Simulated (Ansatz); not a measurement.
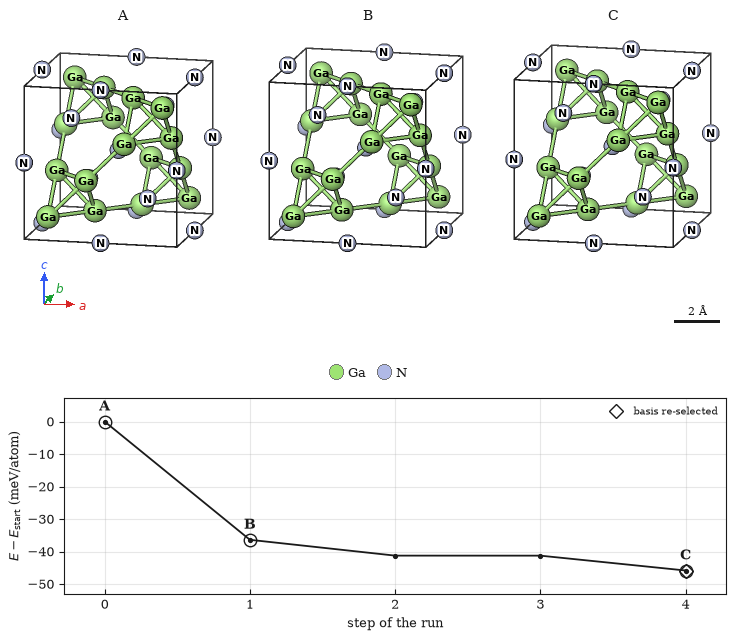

Frames of a relaxation of crystalline Ga$_{2}$N (a generated structure, set up in Fd-3m) (coarse preliminary run), marked on the history of the run. The picture is a ball-and-stick view of the conventional cell (4 times the calculation's cell), seen slightly off an axis. Lengths and directions refer to the drawn axes.

All numbers below come from DFT PBE, scalar-relativistic, plane waves, PAW in Ansatz 0.2.0.

Input file:
```yaml
crystal:
  lattice:
    - [0.0, 3.56388493, 3.56388493]
    - [3.56388493, 0.0, 3.56388493]
    - [3.56388493, 3.56388493, 0.0]
  atoms:
    - { symbol: Ga, position: [0.125, 0.125, 0.125] }
    - { symbol: Ga, position: [0.625, 0.125, 0.125] }
    - { symbol: Ga, position: [0.125, 0.125, 0.625] }
    - { symbol: Ga, position: [0.125, 0.625, 0.125] }
    - { symbol: "N", position: [0.5, 0.5, 0.5], spin: 1.0 }
    - { symbol: "N", position: [0.75, 0.75, 0.75], spin: 1.0 }
basis:
  ecutwfc: 420
kpoints:
  mp_grid: { grid: [4, 4, 4] }
hamiltonian:
  xc: pbe
scf:
  occupations: { method: gaussian, width: 0.1 }
  lower_state_search: "off"
output:
  forces: true
  stress: true
  eigenvalues: true
  populations: true
magnetization:
  spin_polarized: true
relax:
  adjacent_minimum: "off"
  f_tol: 0.04
  max_steps: 70
  cell: { stress_tol: 0.4 }
```

Command:
```bash
ansatz run input.yaml --threads 1 --pin off --max-ram 2560MiB --backend cpu --events-out ev --progress --plain --runs-dir out
```

What happens along the run?

Answer. After 3 accepted moves (4 points after the start) the energy has fallen by 45.8 meV per atom. All forces vanish by symmetry, so only the cell relaxes. The pressure goes from 7.86 to 0.35 GPa. At 1 point the geometry stayed and the basis and grid were re-selected for the new cell (energy shift of 4.6 meV per atom at most each time). No atom moves by more than 0.005 Å relative to the cell. The volume changes by +13.2 %, with a = b = c 7.128 → 7.428 Å (+4.2 %). Near-neighbour distances that change, for instance: Ga1–Ga2 2.520 → 2.626 Å. The space group stays Fd-3m (No. 227). The run took 25 s on 1 thread of Arm Neoverse V1 (shared host), peak memory 0.38 GiB. From step 0 to 1: volume +8.0 %, energy −36.4 meV per atom. From step 1 to 4: volume +4.8 %, energy −9.5 meV per atom.
